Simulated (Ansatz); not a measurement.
## Al3Pd2: alloy series

Start from Al$_{3}$Pd$_{2}$ (space group P-3m1, No. 164; a cell from a computed database, its experimental status unchecked).

```cif
data_Al3Pd2
_chemical_formula_sum 'Al3 Pd2'
_space_group_name_H-M_alt 'P 1'
_space_group_IT_number 1
_cell_length_a 4.21007
_cell_length_b 4.21007
_cell_length_c 5.13952
_cell_angle_alpha 90.000
_cell_angle_beta 90.000
_cell_angle_gamma 120.000
loop_
_space_group_symop_operation_xyz
  'x, y, z'
loop_
_atom_site_label
_atom_site_type_symbol
_atom_site_fract_x
_atom_site_fract_y
_atom_site_fract_z
_atom_site_occupancy
Al1 Al 0.00000 0.00000 0.00000 1
Al2 Al 0.33333 0.66667 0.64541 1
Al3 Al 0.66667 0.33333 0.35459 1
Pd1 Pd 0.33333 0.66667 0.15562 1
Pd2 Pd 0.66667 0.33333 0.84438 1
```

The other end (x = 1) is Al3Pt2 (space group P-3m1, No. 164; a model cell, its experimental status unchecked): 15.87 Å³/atom, gap zero; this end may not be an ambient phase.

Pt replaces a fraction x of Pd; each row is one arrangement (x, atoms in the cell, starting space group or random), fully relaxed.

Computed with Ansatz (a first-principles code), PBEsol, PAW, cutoff 420 eV, no spin-orbit coupling.

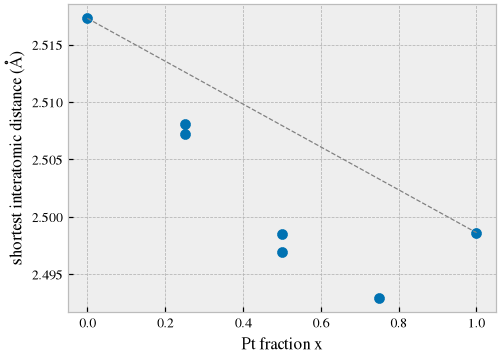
Shortest interatomic distance against Pt fraction x; the dashed line joins the ends

```tsv
Pt fraction x	shortest interatomic distance
x(Pt) = 0.25, 10 atoms, Cm	2.508 Å
x(Pt) = 0.25, 10 atoms, Pm	2.507 Å
x(Pt) = 0.5, 10 atoms, P-3m1	2.497 Å
x(Pt) = 0.5, 10 atoms, C2/m	2.498 Å
x(Pt) = 0.75, 10 atoms, Pm	2.493 Å
```

Each cell is one ordered arrangement of few atoms, which overstates ordering effects compared with a random alloy. Whether these cells are dynamically stable was not tested. All final runs are without spin polarisation.
